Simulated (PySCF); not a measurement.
# C3H6O3Si (SMILES CC(=O)O[SiH2]C=O): what the fields show

```csv
atom,x (Å),y (Å),z (Å)
C,2.1193,-0.0844,-0.2746
C,0.8195,-0.8020,-0.0958
O,0.6854,-1.9220,0.3299
O,-0.2438,-0.0690,-0.4625
Si,-1.7758,-0.8288,-0.2980
C,-2.9888,0.5210,-0.9269
O,-4.1726,0.2882,-0.9556
H,2.9493,-0.7322,0.0271
H,2.1162,0.8363,0.3269
H,2.2322,0.2174,-1.3261
H,-2.0796,-1.1326,1.1236
H,-1.8836,-2.0227,-1.1746
H,-2.5942,1.5204,-1.2657
```

Geometry: PBE0-D3(BJ)/def2-SVP.

These are results of CAM-B3LYP/def2-SVPD, SCF density, gas phase (PySCF 2.14.0), not measurements.

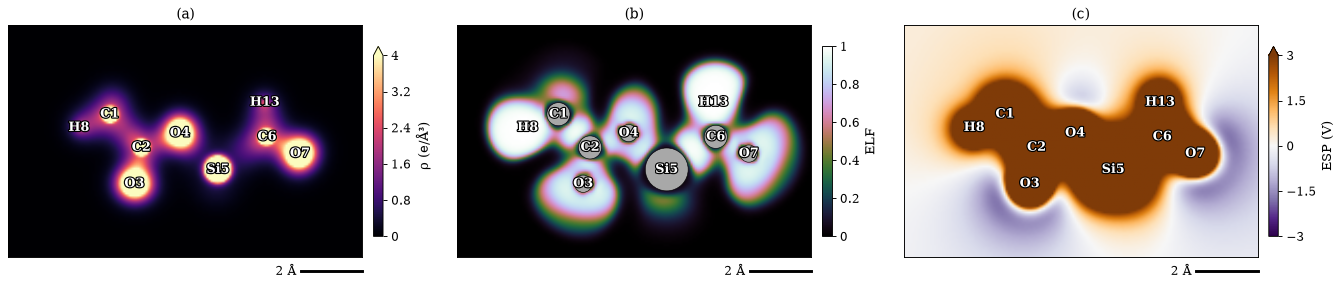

Figure 1. (a) electron density; (b) electron localisation function; (c) molecular electrostatic potential on the plane of atoms O3, C2 and O4. Grey discs cover the atomic cores in the ELF map.

### What do the fields say about this system?

The plane passes through C, O, Si and H nuclei. C–O (1.21 Å): the density is about 3.4 e/Å³ at the midpoint; the ELF peaks at about 0.90 between the atoms (a multiple bond). C–C (1.50 Å): ρ is about 1.8 e/Å³ halfway; the ELF peaks at about 1 between the atoms, as expected for localised, covalent bonding. Si–O (1.72 Å): ρ at the midpoint is about 0.97 e/Å³; the ELF peaks at about 0.90 between the atoms; a shared but strongly polarised pair. C–Si (1.92 Å): the density is about 0.96 e/Å³ at the midpoint; the ELF peaks at about 1 between the atoms; a shared electron pair. C–H (1.10 Å): ρ is about 2 e/Å³ halfway; the ELF climbs to about 1 towards the hydrogen, as it does in any bond to H; an ordinary covalent bond to hydrogen. The ELF also peaks beside O3, O7 and O4, away from the bonds: lone-pair regions. Outside the dense part of the molecule the potential is most negative (−1.8 V) near O3.

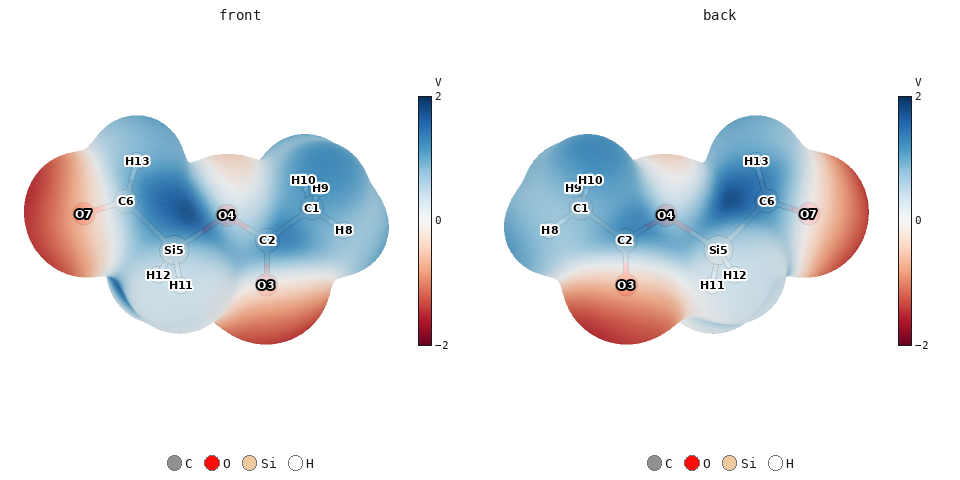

Figure 2. The electrostatic potential painted on the density surface at 0.002 e/bohr³, seen from the front and from behind; red is negative and blue positive.

### Which sites attract a positive test charge, and which a negative one?

A positive charge is drawn to the negative regions and a negative charge to the positive ones. The most negative region (about −1.4 V) lies over O3 and O7, the most positive (about +1.7 V) over Si5.
